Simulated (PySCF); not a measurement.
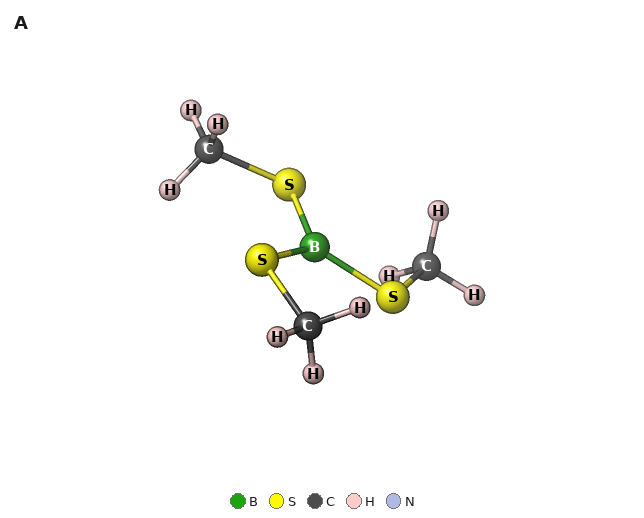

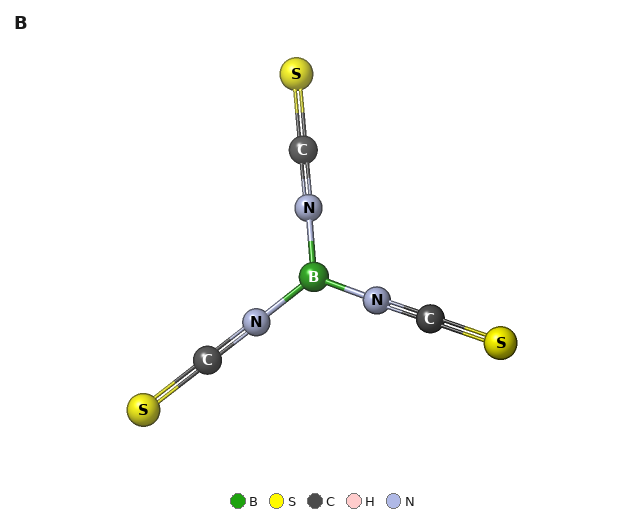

Two related species, optimised with PBE0-D3(BJ)/def2-SVP; properties computed with PySCF 2.14.0. Both: charge 0, singlet.

Question. Identify both.

Answer. A is B(SMe)3 (CSB(SC)SC), B is B(NCS)3 (S=C=NB(N=C=S)N=C=S).

Compare them. With CAM-B3LYP/def2-SVPD: dipole moment (D), HOMO–LUMO gap (eV), HOMO energy (Kohn–Sham orbital) (eV), lowest vertical singlet excitation (eV), mean static polarisability (bohr³). With B3LYP/pcSseg-1: shielding of B (ppm). With PBE0/pcSseg-1: Hirshfeld charge of B (e), IAO charge of B (e).

```
                               quantity      A      B
                      dipole moment (D)   0.01   0.01
                     HOMO–LUMO gap (eV)   8.89   6.72
   HOMO energy (Kohn–Sham orbital) (eV)  −8.13  −8.92
lowest vertical singlet excitation (eV)   5.83   3.63
     mean static polarisability (bohr³)  115.4  165.3
                   shielding of B (ppm)   34.2  107.0
              Hirshfeld charge of B (e)   0.02   0.28
                    IAO charge of B (e)  −0.26   0.42
```

Each is one conformer, and no frequency run is at hand to confirm it as a minimum.
